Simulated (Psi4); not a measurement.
# CHClF2 (difluorochloromethane): BP86/aug-cc-pVDZ (sweep point 5)

Aim: the vertical ionisation energy of CHClF2 (difluorochloromethane) at BP86/aug-cc-pVDZ (sweep point 5), from 2 runs. The job is set up through a Python script.

The results are computed with Psi4 1.11.

4 further runs of the same task are left out: 4 set aside as unsound or not needed.

## (1) Starting point

The species is CHClF2 (5 atoms), meant as a singlet with charge 0. As SMILES, `FC(F)Cl`. Geometry: relaxed at PBE0-D4/def2-TZVP.

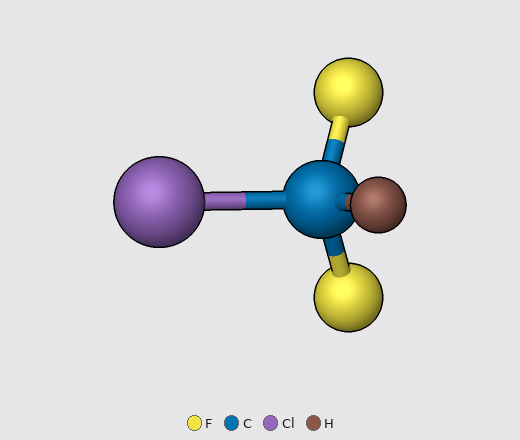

Viewed from a chosen angle; fluorine yellow, carbon blue, chlorine purple, hydrogen brown.

## (2) A single-point energy at BP86/aug-cc-pVDZ (sweep point 5)

job.py

```python
import psi4

psi4.set_memory(1600000000)
psi4.set_num_threads(1)
psi4.set_output_file('run.log', False)

mol = psi4.geometry("""
F      0.038900    -0.568100     1.222300
C      0.109400     0.023600     0.028300
F      0.844200    -0.745900    -0.776900
Cl    -1.511000     0.208900    -0.640800
H      0.568600     1.007800     0.125800
symmetry c1
""")

psi4.set_options({
    'basis': 'aug-cc-pVDZ',
    'puream': True,
    'scf_type': 'pk',
    'dft_radial_points': 75,
    'dft_spherical_points': 302,
})

e_tot = psi4.energy("bp86")
print(f'bp86 energy: {e_tot:.10f} Eh')
```

Run with:

```console
python job.py
```

run.log, shortened:

```text
[...]
  Running in c1 symmetry.
[...]
  Nuclear repulsion =  168.406744960820134
[...]
  Multiplicity = 1
[...]
  Nalpha       = 21
  Nbeta        = 21
[...]
    Number of basis functions: 105
[...]
   @RKS iter   1:  -698.58865423462328   -3.30406e-02   4.08287e-03 ADIIS/DIIS
[...]
   @RKS iter   8:  -698.66774532194052   -6.28786e-08   6.76830e-07 DIIS
[...]
    Orbital Energies [Eh]
    ---------------------
    Doubly Occupied:
       1A   -100.764289     2A    -24.358198     3A    -24.358160
       4A    -10.139077     5A     -9.213527     6A     -7.037883
       7A     -7.026522     8A     -7.026380     9A     -1.212127
      10A     -1.149572    11A     -0.814830    12A     -0.647563
      13A     -0.543577    14A     -0.541010    15A     -0.503331
      16A     -0.406104    17A     -0.402679    18A     -0.384325
      19A     -0.341961    20A     -0.304122    21A     -0.303611
[...]
  @RKS Final Energy:  -698.66774532194052
   => Energetics <=
    Nuclear Repulsion Energy =            168.4067449608201343
    One-Electron Energy =               -1300.0458153828292325
    Two-Electron Energy =                 487.9443688518530280
    DFT Exchange-Correlation Energy =     -54.9730437517843811
    Empirical Dispersion Energy =           0.0000000000000000
    VV10 Nonlocal Energy =                  0.0000000000000000
    Total Energy =                       -698.6677453219405152
[...]
 Multipole Moments:
 ------------------------------------------------------------------------------------
     Multipole            Electronic (a.u.)      Nuclear  (a.u.)        Total (a.u.)
 ------------------------------------------------------------------------------------
 L = 1.  Multiply by 2.5417464519 to convert [e a0] to [Debye]
 Dipole X            :         -0.1145776            0.3419783            0.2274007
 Dipole Y            :         -1.1591810            1.6382840            0.4791030
 Dipole Z            :          0.0567578           -0.0079884            0.0487694
 Magnitude           :                                                    0.5325685
[...]
```

On the terminal:

```text
bp86 energy: -698.6677453219 Eh
```

Wall time 5.7 s (1 thread of AMD EPYC 9R45 (Zen 5), shared host); peak memory 0.69 GiB.

## (3) The doublet cation

run.py

```python
import psi4

psi4.set_memory('1600 MB')
psi4.set_num_threads(1)
psi4.core.set_output_file('psi4.out', False)

geom = psi4.geometry("""
1 2
F      0.038900    -0.568100     1.222300
C      0.109400     0.023600     0.028300
F      0.844200    -0.745900    -0.776900
Cl    -1.511000     0.208900    -0.640800
H      0.568600     1.007800     0.125800
symmetry c1
""")

psi4.set_options({
    'reference': 'uks',
    'puream': True,
    'scf_type': 'pk',
    'dft_radial_points': 75,
    'dft_spherical_points': 302,
    'maxiter': 150,
})

e, wfn = psi4.energy("bp86/aug-cc-pVDZ", return_wfn=True)
print(f'bp86/aug-cc-pVDZ energy: {e:.10f} Eh')
for k, v in sorted(psi4.core.scalar_variables().items()):
    print(f'{k:45s} {v:18.10f}')
```

Run with:

```console
python run.py
```

psi4.out, shortened:

```text
[...]
  Running in c1 symmetry.
[...]
  Nuclear repulsion =  168.406744960820134
[...]
  Multiplicity = 2
[...]
  Nalpha       = 21
  Nbeta        = 20
[...]
    Number of basis functions: 105
[...]
   @UKS iter   1:  -698.10632085443137    4.49293e-01   4.34438e-03 DIIS/ADIIS
[...]
   @UKS iter  16:  -698.21751152924628    6.45185e-08   3.27168e-07 DIIS
[...]
   @S^2 Observed:                7.517022272E-01
[...]
    Orbital Energies [Eh]
    ---------------------
    Alpha Occupied:
       1A   -101.119615     2A    -24.620091     3A    -24.620062
       4A    -10.419058     5A     -9.564250     6A     -7.391645
       7A     -7.382748     8A     -7.372342     9A     -1.470158
      10A     -1.405682    11A     -1.139010    12A     -0.925088
      13A     -0.812459    14A     -0.794731    15A     -0.785558
      16A     -0.668267    17A     -0.662690    18A     -0.637855
      19A     -0.634888    20A     -0.615583    21A     -0.601114
    Alpha Virtual:
      22A     -0.315965    23A     -0.216373    24A     -0.200796
      25A     -0.181677    26A     -0.150094    27A     -0.107335
[...]
  @UKS Final Energy:  -698.21751152924628
   => Energetics <=
    Nuclear Repulsion Energy =            168.4067449608201343
    One-Electron Energy =               -1287.8519944713571022
    Two-Electron Energy =                 475.8225461184892993
    DFT Exchange-Correlation Energy =     -54.5948081371986049
    Empirical Dispersion Energy =           0.0000000000000000
    VV10 Nonlocal Energy =                  0.0000000000000000
    Total Energy =                       -698.2175115292462806
[...]
 Multipole Moments:
 ------------------------------------------------------------------------------------
     Multipole            Electronic (a.u.)      Nuclear  (a.u.)        Total (a.u.)
 ------------------------------------------------------------------------------------
 L = 1.  Multiply by 2.5417464519 to convert [e a0] to [Debye]
 Dipole X            :         -0.7276160            0.3419783           -0.3856377
 Dipole Y            :         -0.6873313            1.6382840            0.9509527
 Dipole Z            :         -0.2320660           -0.0079884           -0.2400545
 Magnitude           :                                                    1.0538755
[...]
```

The script printed:

```text
bp86/aug-cc-pVDZ energy: -698.2175115292 Eh
CURRENT ENERGY                                   -698.2175115292
CURRENT REFERENCE ENERGY                         -698.2175115292
DD SOLVATION ENERGY                                 0.0000000000
DFT FUNCTIONAL TOTAL ENERGY                      -698.2175115292
DFT TOTAL ENERGY                                 -698.2175115292
DFT VV10 ENERGY                                     0.0000000000
DFT XC ENERGY                                     -54.5948081372
GRID ELECTRONS ALPHA                               21.0000061325
GRID ELECTRONS BETA                                20.0000062371
GRID ELECTRONS TOTAL                               41.0000123696
NUCLEAR REPULSION ENERGY                          168.4067449608
ONE-ELECTRON ENERGY                             -1287.8519944714
PCM POLARIZATION ENERGY                             0.0000000000
PE ENERGY                                           0.0000000000
SCF ITERATION ENERGY                             -698.2175115292
SCF ITERATIONS                                     16.0000000000
SCF TOTAL ENERGY                                 -698.2175115292
TWO-ELECTRON ENERGY                               475.8225461185
XC GRID RADIAL POINTS                              75.0000000000
XC GRID SPHERICAL POINTS                          302.0000000000
XC GRID TOTAL POINTS                           109761.0000000000
```

It took 10 s on 1 thread of AMD EPYC 9R45 (Zen 5), shared host; peak memory 0.69 GiB.

## (4) What came out

At BP86/aug-cc-pVDZ (sweep point 5):

```
                                          quantity          value
                      singlet CHClF2: total energy  -698.66775 Eh
                     singlet CHClF2: dipole moment         1.35 D
                       singlet CHClF2: HOMO energy       -8.26 eV
                       singlet CHClF2: LUMO energy       -0.94 eV
                     singlet CHClF2: HOMO–LUMO gap        7.32 eV
                      doublet cation: total energy  -698.21751 Eh
doublet cation: HOMO energy (highest over α and β)      -16.12 eV
 doublet cation: LUMO energy (lowest over α and β)      -16.08 eV
                              doublet cation: ⟨S²⟩          0.752
vertical ionisation energy (to the doublet cation)      12.251 eV
```

In words: The vertical ionisation energy comes to 12.25 eV (1182 kJ/mol). −ε(HOMO) before ionisation, 8.26 eV, is 3.99 eV below this ionisation energy.
